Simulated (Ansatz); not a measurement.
# Ru (P6_3/mmc, 2 atoms in the cell): modes against biaxial strain in the (0001) plane, that of a and b, part 2 of 3

Aim: how do the optical modes of Ru (P6_3/mmc, 2 atoms in the cell) shift and split under this strain?

Ansatz 0.2.0; DFT PBEsol, scalar-relativistic, plane waves, PAW; PAW set soft_1.

So far. Step 3 (Tight relaxation): The forces vanish by symmetry and the pressure is 0.001 GPa, within the tolerances set. The cell now holds 13.32 Å³/atom.

### Step 4. Modes at rest

The force constants come from the linear response of the density to a displacement.

The modes at rest are the reference of the series.

input.yaml reads:

```yaml
crystal:
  lattice:
    - [2.6904991625, 0.0, 0.0]
    - [-1.3452495812, 2.3300406236, 0.0]
    - [0.0, 0.0, 4.2492958113]
  atoms:
    - { symbol: Ru, position: [0.3333333333, 0.6666666667, 0.25] }
    - { symbol: Ru, position: [0.6666666667, 0.3333333333, 0.75] }
kpoints:
  mp_grid: { grid: [18, 18, 12] }
hamiltonian:
  xc: pbesol
  pseudopotentials: { kind: paw, azcp: { folder: soft_1 }, xc_functional: pbe }
scf:
  occupations: { method: methfessel_paxton, width: 0.2 }
output:
  eigenvalues: true
phonons:
  method: dfpt
```

Run with:

```sh
ansatz run input.yaml --threads 4 --pin off --max-ram 10240MiB --backend cpu --events-out ev --progress --plain --runs-dir out
```

Numbers of over 12 decimals in the logs are rounded to 6 here.

Log:

```text
zone centre: on kpoints.mp_grid the ground state, and the responses unless they are solved on pairs of k-points, stand on 637 of the mesh's 3888 k-points, reduced under 4 symmetry operations, with k and −k counted as one. Each operation leaves every solved displacement unchanged or reverses it
[...]
Crystal: 2 atoms, lattice volume = 26.639 Å³
Basis set: ecut = 420 eV, 537 PW (Γ), exchange–correlation on 36×36×60 points (8 copies of the dense FFT grid, shifted against one another)
Bands: 20, of which v1, the nominal top of the filled ones, is band 16 counted from 1 (15 counted from 0)
Symmetry: 24 space group operations
k-points: 637 of 3888 (irreducible under 4 space group operations, time reversal used)
[...]
SCF iter   1: F=—  HF=-11634.559235 eV  |F-HF|=—  |Δ(HF+E_count)|=         —  Δρ=1.31e-1  dr2=4.36e0  ethr=3.10e-3  ⟨swp⟩=5.1  Hψ=111146  notcnv=0  defer=73
automatic band count: the SCF goes on with 24 bands, as 20 were too few: they end inside the smearing window of the response
[...]
SCF iter   2: F=—  HF=-11633.556720 eV  |F-HF|=—  |Δ(HF+E_count)|=    1.00e0  S|Δr|=    0.00e0  Δρ=7.46e-2  dr2=1.40e0  ethr=3.10e-3  ⟨swp⟩=2.8  Hψ=30035  notcnv=0  defer=1768
[...]
SCF iter   8: F=-11633.095649 eV  HF=-11633.095649 eV  |F-HF|=0.00e0  |Δ(HF+E_count)|=  9.09e-12  S|Δr|=    0.00e0  Δρ=1.19e-7  dr2=2.72e-12  ethr=1.00e-12  ⟨swp⟩=9.0  Hψ=88941  notcnv=0
SCF 1 converged in 8 iterations: F = -11633.095649 eV  dr2 = 2.72e-12
[...]
DFPT response loops at Γ: preconditioner auto → Kerker (q_TF=auto, 2.813 Å⁻¹) (partly filled bands, converged f_vac=0.000); β = 1.00, the filter's whole step (`scf.mixing.beta` (0.50) is not read by the response loops under this deck's `scf.mixing.preconditioner`; to damp them name `kerker` or `kerker_dos`, under which they read `scf.mixing.beta`, and type it under 1.00, their step now; both keys bind the ground state too); Broyden in place of MSR1
SCF converged after 8 iterations
[...]
Free energy (F): -11633.095649 eV
[...]
Internal energy: -11633.096130 eV  (E = F + TS)
E sigma→0 (E₀):  -11633.095769 eV
Entropy (-TS):   0.000481 eV (0.241 meV/atom)
Fermi energy:    23.734908 eV
Step filling:    the computed levels leave a gap of 0.0000 eV = 0.0 smearing widths at the electron count; against every level under it full and every level over it empty, smearing changes F+E_penalty+E_count by +0.394 meV and its σ→0 estimate by +0.274 meV
[...]
--- Band table (eV; the first three rows and the last of 637) ---
  k-point 0: bands = [... 12 lower, 21.2474, 21.7567, 21.7567, 22.2832, 22.2832, 24.9603, 24.9603, 25.0043, ... 4 higher]
  k-point 1: bands = [... 12 lower, 21.2063, 21.7073, 21.7073, 22.4001, 22.4001, 24.7345, 24.9671, 24.9671, ... 4 higher]
  k-point 2: bands = [... 12 lower, 21.0923, 21.5736, 21.5736, 22.6944, 22.6944, 24.0399, 24.9711, 24.9711, ... 4 higher]
  k-point 636: bands = [... 12 lower, 21.0061, 21.0061, 22.3499, 22.3499, 25.4387, 25.4387, 28.8852, 28.8852, ... 4 higher]
--- Phonons (Γ-DFPT): 2 representative perturbations + reference, on 637 of 3888 k-points (Σ response iterations 6) ---
  k mesh reduced under 4 symmetry operations, with k and −k counted as one. Each operation leaves every solved displacement unchanged or reverses it
  ASR residual: 9.448e-5 → 0.000e0 eV/Å²; symmetrization residual: 9.185e-10 eV/Å²
  ASR residual per site (eV/Å²): 9.45e-5 9.45e-5
  Γ frequencies (cm⁻¹): 0.00 0.00 0.00 207.52 207.52 271.22
  non-analytic LO–TO correction: not included (Born effective charges unavailable; polar crystals: no LO–TO splitting at Γ)
```

Elapsed: 87 s, on 4 threads of Intel Xeon at 2.50GHz (Skylake/Cascade Lake), shared host; peak memory 1.3 GiB; 3.4 min of CPU time.

In the SCF lines HF is the Harris–Foulkes energy and dr2 the Hartree energy of the density residual, in eV; the loop may stop once dr2 is under the threshold and the program's other checks hold. Hψ counts applications of the Hamiltonian.

Numbers from this step:

- sum-rule residual before enforcement: 9.45e-5 eV/Å²
- point group: 6/mmm
- highest optical mode at the zone centre (no LO-TO term): 271.2 cm⁻¹
- lowest optical zone-centre mode: 207.5 cm⁻¹

Patterns of degenerate modes are one choice out of their space. Modes at Γ:

```
mode  frequency (cm⁻¹)  symmetry
   1               0.0  acoustic
   2               0.0  acoustic
   3               0.0  acoustic
   4             207.5       E2g
   5             207.5       E2g
   6             271.2       B1g
```

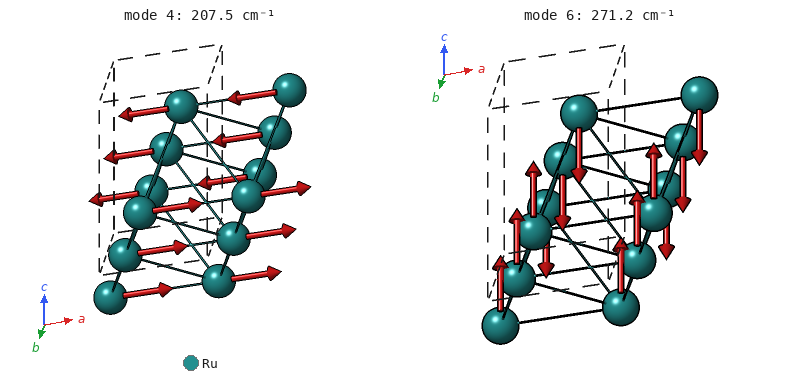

Displacement patterns of modes 4 and 6 at Γ; arrows are exaggerated. 2×3×1 cells are drawn.

Before it was imposed, the acoustic sum rule was missed by 9.4e-5 eV/Å². Small misses are needed for a sound result but don't prove that mesh and cutoff are converged. The lowest optical mode is real, 208 cm⁻¹.

### Step 5. Relaxation of a member: biaxial strain of +4 % in the (0001) plane, that of a and b

The cell takes a biaxial strain of +4 % in the (0001) plane, that of a and b. The strained lengths are held, while the rest of the cell and the atoms relax.

input.yaml, the sections that differ from step 4:

```yaml
crystal:
  lattice:
    - [2.798119129, 0.0, 0.0]
    - [-1.3990595645, 2.4232422485, 0.0]
    - [0.0, 0.0, 4.1778640295]
  atoms:
    - { symbol: Ru, position: [0.3333333333, 0.6666666667, 0.25] }
    - { symbol: Ru, position: [0.6666666667, 0.3333333333, 0.75] }
output:
  forces: true
  stress: true
  eigenvalues: true
relax:
  adjacent_minimum: "off"
  f_tol: 0.001
  max_steps: 60
  cell: { stress_tol: 0.01, fix: [a, b, gamma] }
# kpoints, hamiltonian, scf: as in step 4
# phonons: removed
```

Log:

```text
[...]
Crystal: 2 atoms, lattice volume = 28.328 Å³
Basis set: ecut = 420 eV, 577 PW (Γ), exchange–correlation on 40×40×60 points (8 copies of the dense FFT grid, shifted against one another)
Bands: 20, of which v1, the nominal top of the filled ones, is band 16 counted from 1 (15 counted from 0)
Symmetry: 24 space group operations
[...]
k-points: 259 of 3888
[...]
k-point 258: bands = [... 12 lower, 19.5563, 19.5563, 21.0940, 21.0940, 23.1341, 23.1341, 29.9388, 29.9388]
--- Relaxed structure (5 steps of the walk, 5 accepted, 2 SCFs on fresh bases) ---
[...]
cell:  # Å, volume = 28.1664 Å³
    - [2.798119, 0, 0.0]
    - [-1.399060, 2.423242, 0.0]
    - [0.0, 0.0, 4.154019]
  atoms:
    - { symbol: Ru, position: [0.333333, 0.666667, 0.250000] }
    - { symbol: Ru, position: [0.666667, 0.333333, 0.750000] }
[key lines of the parts left out:]
SCF converged after 4 iterations
Free energy (F): -11632.931558 eV
Fermi energy:    22.167768 eV
P = ⅓ Tr σ = -14.9463 GPa (-149.463 kbar)
```

Elapsed: 33 s, on 4 threads; peak memory 0.46 GiB; 96 s of CPU time.

Relaxation path:

```
step  energy less that of the first step (eV)  largest force component (eV/Å)  pressure (GPa)  volume (Å³)
   1                                   0.0000                          0.0000          -16.75        28.33
   2                                  -0.0010                          0.0000          -13.42        28.04
   3                                  -0.0020                          0.0000          -14.98        28.17
   4                                  -0.0020                          0.0000          -14.95        28.17
  5*                                  -0.0018                          0.0000          -14.95        28.17
   6                                  -0.0018                          0.0000          -14.95        28.17
  7*                                  -0.0018                          0.0000          -14.95        28.17
```

Relaxation steps marked * repeat the geometry before them on a plane-wave basis chosen anew for their cell, so energy and pressure can jump there.

The run keeps the 24 symmetry operations that it works with, so distortions that break them were not tested.

| conventional cell, symmetrised | before | after | change |
| --- | --- | --- | --- |
| a (Å) | 2.798 | 2.798 | -0.0 % |
| b (Å) | 2.798 | 2.798 | -0.0 % |
| c (Å) | 4.178 | 4.154 | -0.6 % |
| volume (Å³/atom) | 14.16 | 14.08 | -0.6 % |

The relaxed structure:

```cif
data_structure
_symmetry_space_group_name_H-M 'P 1'
_symmetry_Int_Tables_number 1
_cell_length_a 2.7981
_cell_length_b 2.7981
_cell_length_c 4.1540
_cell_angle_alpha 90.000
_cell_angle_beta 90.000
_cell_angle_gamma 120.000
_cell_volume 28.17
loop_
_atom_site_label
_atom_site_type_symbol
_atom_site_fract_x
_atom_site_fract_y
_atom_site_fract_z
_atom_site_occupancy
Ru1 Ru 0.33333 0.66667 0.25000 1
Ru2 Ru 0.66667 0.33333 0.75000 1
```

This step gave:

```yaml
pressure: -14.95 GPa
volume_per_atom: 14.08 Å³
```

The forces vanish by symmetry.

The cell shrank by 0.6 % in volume.

### Step 6. Modes of this member: biaxial strain of +4 % in the (0001) plane, that of a and b

The zone-centre modes follow for biaxial strain of +4 % in the (0001) plane, that of a and b.

input.yaml, the sections that differ from step 5:

```yaml
crystal:
  lattice:
    - [2.798119129, 0.0, 0.0]
    - [-1.3990595645, 2.4232422485, 0.0]
    - [0.0, 0.0, 4.1540185431]
  atoms:
    - { symbol: Ru, position: [0.3333333333, 0.6666666667, 0.25] }
    - { symbol: Ru, position: [0.6666666667, 0.3333333333, 0.75] }
output:
  eigenvalues: true
phonons:
  method: dfpt
# kpoints, hamiltonian, scf: as in step 5
# relax: removed
```

Log:

```text
[...]
Crystal: 2 atoms, lattice volume = 28.166 Å³
Basis set: ecut = 420 eV, 577 PW (Γ), exchange–correlation on 40×40×60 points (8 copies of the dense FFT grid, shifted against one another)
Bands: 20, of which v1, the nominal top of the filled ones, is band 16 counted from 1 (15 counted from 0)
Symmetry: 24 space group operations
k-points: 637 of 3888 (irreducible under 4 space group operations, time reversal used)
[...]
SCF iter   1: F=—  HF=-11634.453642 eV  |F-HF|=—  |Δ(HF+E_count)|=         —  Δρ=1.30e-1  dr2=4.65e0  ethr=3.10e-3  ⟨swp⟩=5.1  Hψ=111205  notcnv=0  defer=42
[...]
SCF iter   9: F=-11632.931558 eV  HF=-11632.931558 eV  |F-HF|=3.64e-12  |Δ(HF+E_count)|=  2.18e-11  S|Δr|=    0.00e0  Δρ=6.64e-8  dr2=5.73e-13  ethr=1.00e-12  ⟨swp⟩=10.8  Hψ=76178  notcnv=0
SCF 1 converged in 9 iterations: F = -11632.931558 eV  dr2 = 5.73e-13
[...]
SCF converged after 9 iterations
[...]
Free energy (F): -11632.931558 eV
[...]
Internal energy: -11632.931306 eV  (E = F + TS)
E sigma→0 (E₀):  -11632.931495 eV
Entropy (-TS):   -0.000253 eV (-0.126 meV/atom)
Fermi energy:    22.167768 eV
[...]
--- Band table (eV; the first three rows and the last of 637) ---
  k-point 0: bands = [... 12 lower, 20.3716, 20.3716, 20.4054, 20.4054, 20.4209, 23.2849, 23.2849, 24.0905, ... 4 higher]
  k-point 1: bands = [... 12 lower, 20.3378, 20.3378, 20.3721, 20.5497, 20.5497, 23.3092, 23.3092, 23.7931, ... 4 higher]
  k-point 2: bands = [... 12 lower, 20.1590, 20.1590, 20.2350, 20.9324, 20.9324, 23.0386, 23.3545, 23.3545, ... 4 higher]
  k-point 636: bands = [... 12 lower, 19.6177, 19.6177, 20.8259, 20.8259, 23.6013, 23.6013, 26.8479, 26.8479, ... 4 higher]
[...]
ASR residual: 6.312e-5 → 0.000e0 eV/Å²; symmetrization residual: 8.225e-13 eV/Å²
  ASR residual per site (eV/Å²): 6.31e-5 6.31e-5
  Γ frequencies (cm⁻¹): 0.00 0.00 0.00 202.54 202.54 271.62
[...]
```

The job ended after 80 s (4 threads; peak memory 1.3 GiB).

Numbers from this step:

| Item | Value |
| --- | --- |
| sum-rule residual before enforcement | 6.31e-5 eV/Å² |
| highest optical mode at the zone centre (no LO-TO term) | 271.6 cm⁻¹ |
| lowest optical zone-centre mode | 202.5 cm⁻¹ |

Patterns of degenerate modes are one choice out of their space. Modes at Γ:

| mode | frequency (cm⁻¹) | symmetry |
| --- | --- | --- |
| 1 | 0.0 | acoustic |
| 2 | 0.0 | acoustic |
| 3 | 0.0 | acoustic |
| 4 | 202.5 | E2g |
| 5 | 202.5 | E2g |
| 6 | 271.6 | B1g |

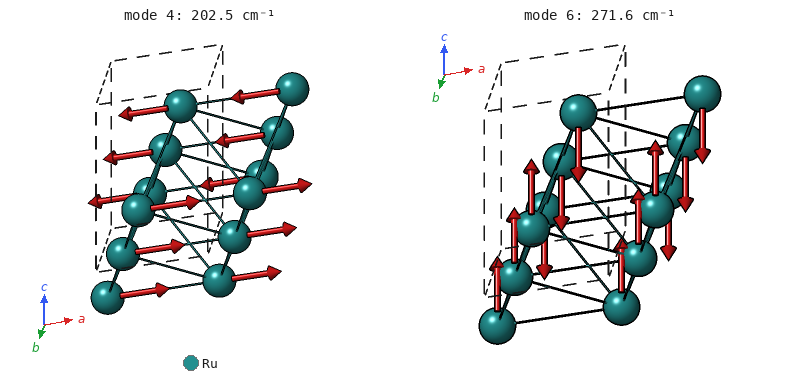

Displacement patterns of modes 4 and 6 at Γ; arrows are exaggerated. 2×3×1 cells are drawn.

The lowest optical mode is real, 203 cm⁻¹, and the highest lies at 271.6 cm⁻¹.

### Step 7. Relaxation of a member: biaxial strain of -4 % in the (0001) plane, that of a and b

The cell takes a biaxial strain of -4 % in the (0001) plane, that of a and b. The strained lengths are held, while the rest of the cell and the atoms relax.

input.yaml, the sections that differ from step 6:

```yaml
crystal:
  lattice:
    - [2.5828791961, 0.0, 0.0]
    - [-1.291439598, 2.2368389987, 0.0]
    - [0.0, 0.0, 4.3207229832]
  atoms:
    - { symbol: Ru, position: [0.3333333333, 0.6666666667, 0.25] }
    - { symbol: Ru, position: [0.6666666667, 0.3333333333, 0.75] }
output:
  forces: true
  stress: true
  eigenvalues: true
relax:
  adjacent_minimum: "off"
  f_tol: 0.001
  max_steps: 60
  cell: { stress_tol: 0.01, fix: [a, b, gamma] }
# kpoints, hamiltonian, scf: as in step 6
# phonons: removed
```

Log:

```text
[...]
Crystal: 2 atoms, lattice volume = 24.963 Å³
Basis set: ecut = 420 eV, 501 PW (Γ), exchange–correlation on 36×36×60 points (8 copies of the dense FFT grid, shifted against one another)
Bands: 20, of which v1, the nominal top of the filled ones, is band 16 counted from 1 (15 counted from 0)
Symmetry: 24 space group operations
[...]
k-points: 259 of 3888
[...]
k-point 258: bands = [... 12 lower, 22.5064, 22.5064, 24.0451, 24.0451, 27.0175, 27.0175, 34.9279, 34.9279]
--- Relaxed structure (5 steps of the walk, 5 accepted, 2 SCFs on fresh bases) ---
[...]
cell:  # Å, volume = 25.0972 Å³
    - [2.582879, -2.8867578516436057e-11, 0]
    - [-1.291440, 2.236839, 0]
    - [0, 0, 4.343958]
  atoms:
    - { symbol: Ru, position: [0.333333, 0.666667, 0.250000] }
    - { symbol: Ru, position: [0.666667, 0.333333, 0.750000] }
[key lines of the parts left out:]
SCF converged after 4 iterations
Free energy (F): -11632.871842 eV
Fermi energy:    25.521936 eV
P = ⅓ Tr σ = 24.7021 GPa (247.021 kbar)
```

Elapsed: 32 s, on 4 threads; peak memory 0.45 GiB; 85 s of CPU time.

[end of part 2 of 3]

[Logs are printed without paths, hosts, clocks, repeated set-up lines and the standing remarks that a program may print on its own settings, such as how far it seeks lower states.]

[Hosts, paths, dates, database ids (printed as entryN), source tags and the programs' standing remarks are cut or masked in the printed files.]
